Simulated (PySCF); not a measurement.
SMILES Fc1cccc([Si](F)(F)F)c1 at its GFN2-xTB optimised geometry (Å):

```
15

F     -2.0394    -2.2630    -0.0004
C     -1.3897    -1.0833     0.0000
C     -2.1261     0.0877     0.0002
C     -1.4454     1.2930    -0.0013
C     -0.0624     1.3155    -0.0014
C      0.6774     0.1311     0.0000
Si     2.5429     0.1685     0.0123
F      3.1918     0.4269     1.4380
F      3.1606     1.3087    -0.9016
F      3.2037    -1.1832    -0.4871
C     -0.0083    -1.0833     0.0000
H     -3.2037     0.0447     0.0004
H     -1.9991     2.2192    -0.0029
H      0.4545     2.2630    -0.0055
H      0.5213    -2.0230    -0.0031
```

Calculation: PBE0/def2-TZVP in PySCF 2.14.0. Cells within 0.4 Å of a nucleus heavier than hydrogen are left out (blank, or x).

Map of the electrostatic potential (hartree/e), clipped to [-0.08, 0.12] on the plane z = 1.2 Å:

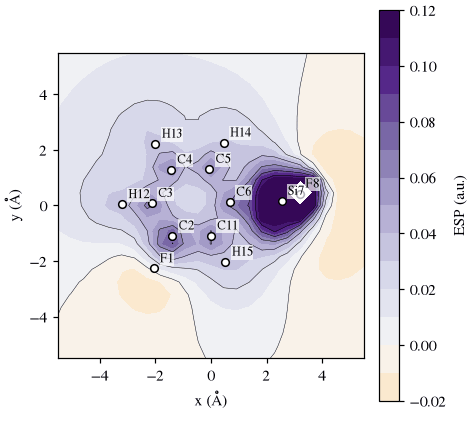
Figure: Electrostatic potential (hartree/e), clipped to [-0.08, 0.12] on the plane z = 1.2 Å.
